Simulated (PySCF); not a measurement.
```xyz
2

Ge    0.0000    0.0000   -0.3603
F     0.0000    0.0000    1.4017
```

The calculation used PBE0/def2-TZVPP, non-relativistic Hamiltonian with scalar-relativistic core potentials where named, at a bond length of 1.762 Å in PySCF.

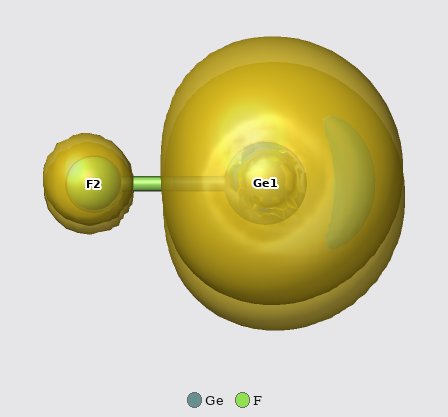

GeF (doublet). Isosurfaces of the spin density (α minus β) at +0.015 (yellow) and −0.015 e/Å³ (cyan), seen from one side.

Question: Describe the spin distribution.

Answer: The unpaired spin (1 electron) lies mostly on Ge1 (about 0.9), in electrons by Hirshfeld's partition.
